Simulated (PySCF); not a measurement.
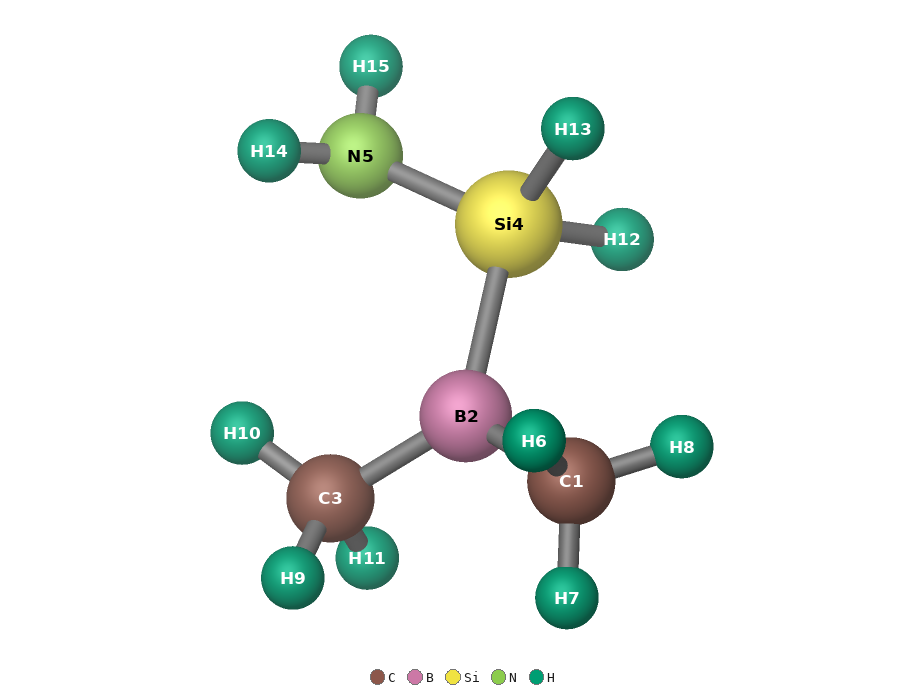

Computed geometry: PBE0-D3(BJ)/def2-SVP optimisation. No frequency run is at hand to confirm it as a minimum. Properties computed with delta-SCF UKS PBE, pcX-2 on the ionised atom, pcseg-1 elsewhere, spin-free X2C (PySCF 2.14.0).

Give the core-electron binding energies (to vacuum; p and d levels without spin–orbit splitting) of C1 1s, B2 1s, Si4 1s, Si4 2p, N5 1s.

| atom | level | binding energy (eV) |
| --- | --- | --- |
| C1 | 1s | 289.2 |
| B2 | 1s | 194.5 |
| Si4 | 1s | 1842.6 |
| Si4 | 2p | 105.6 |
| N5 | 1s | 403.5 |
